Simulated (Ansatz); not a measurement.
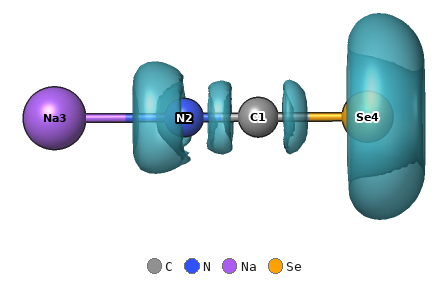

Figure 1: CNNaSe (SMILES [Na][N]=C=[Se]). Isosurface of the electron localisation function at 0.8 (cyan), seen from one side. Only the valence region is drawn (cores and ρ < 0.01 e/Å³ removed).

Geometry: BLYP-D3(BJ)/def2-SVP.

All numbers below come from Ansatz, isolated molecule in a Gaussian basis; Kohn-Sham density functional theory, functional PBE0.

Q: What do the ELF domains correspond to?

A: At this value the surface marks out one region between bonded C–N atoms (shared pairs), one region between bonded C–Se atoms (shared pairs), one lobe of the valence shell of N pointing towards Na and one ring or bowl of non-bonding electrons around Se.

Values along the shortest contacts:
C–N (1.20 Å): the ELF peaks at about 0.85 between the atoms; a multiple bond. C–Se (1.78 Å): the ELF peaks at about 0.90 between the atoms: a covalent bond.
